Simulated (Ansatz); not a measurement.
# Fields on a plane of BN (zinc blende)

```
BN
1.0
    0.00000     1.80443     1.80443
    1.80443     0.00000     1.80443
    1.80443     1.80443     0.00000
N B
1 1
Cartesian
  2.70664   2.70664   2.70664
  0.00000   0.00000   0.00000
```

The slice is a {111} plane (indices of the conventional cell) through the point (0.000, 0.000, 0.000) (fractional), spanned by u = [100] and v = [-1 2 0] in vectors of this cell: u (2.55 Å) and v (4.42 Å, at 90° to u). It covers one period; positions are fractions (u, v).

Atoms on it: B at (0.00, 0.00); B at (0.50, 0.50). Other atoms lie within 1 Å of the plane.

All values below come from r2SCAN (plane waves to 500 eV, PAW, scalar-relativistic; Ansatz, a program for electronic structure). k mesh 16×16×16. These are valence fields of a PAW run, semicore shells included where kept as valence: close to a nucleus they are smooth pseudo fields. BN was relaxed with its symmetry unable to fall. The PAW data are Ansatz's earlier set.

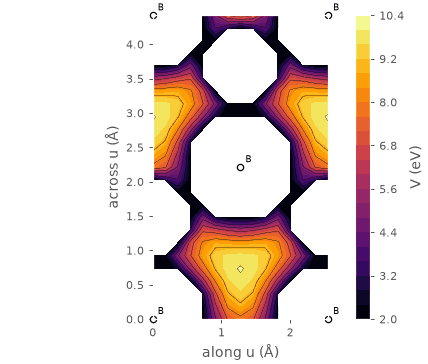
*Electrostatic potential energy of an electron, from the cell's mean, in eV, one period of the plane, atoms marked. Points within 0.7 Å of a nucleus are left white, as the pseudised field means little there. Values under 2 eV are set to 2. The zero, the cell's mean, hangs on the PAW cores.*

```
|xxxx==%%@@@@%%%%%%@@@@%%==xx|
|  ::**@@@@@@%%%%%%@@@@@@**::|
|::==##@@@@@@%%##%%@@@@@@##==|
|::==##%%@@%%%%##%%%%@@%%##==|
|..--++##%%%%%%%%%%%%%%##++--|
|  ..--**##%%@@@@@@%%##**--..|
|    ::==##%%@@@@@@%%##==::  |
|    ..--**%%@@@@@@%%**--..  |
|    ..::==**##%%##**==::..  |
|....::::::::::::::::::::::..|
|========--  xxxxxx  ::======|
|########++..xxxxxx..++######|
|%%%%@@@@%%==xxxxxx==%%@@@@%%|
|%%%%@@@@@@**::  ::**@@@@@@%%|
|##%%@@@@@@##==::==##@@@@@@%%|
|##%%%%@@%%##==::==##%%@@%%%%|
|%%%%%%%%##++--..--++##%%%%%%|
|@@@@%%##**--..  ..--**##%%@@|
|@@@@%%##==::      ::==##%%@@|
|@@@@%%**--..      ..--**%%@@|
|%%##**==::..      ..::==**##|
|::::::::::::......::::::::::|
|xxxx  ::==============--  xx|
|xxxx..++##############++..xx|
```
Scale: ten equal steps from 0.04 (start of ' ') to 0.88 (end of '@'), in the order ' .:-=+*#%@'. Values: electron localisation function (ELF). The map has 14 points along u (two characters each, u = 0 at the left) and 24 along v (v = 0 in the bottom row). Points within 0.3 Å of a nucleus are blanked (x), as the pseudised field means little there.
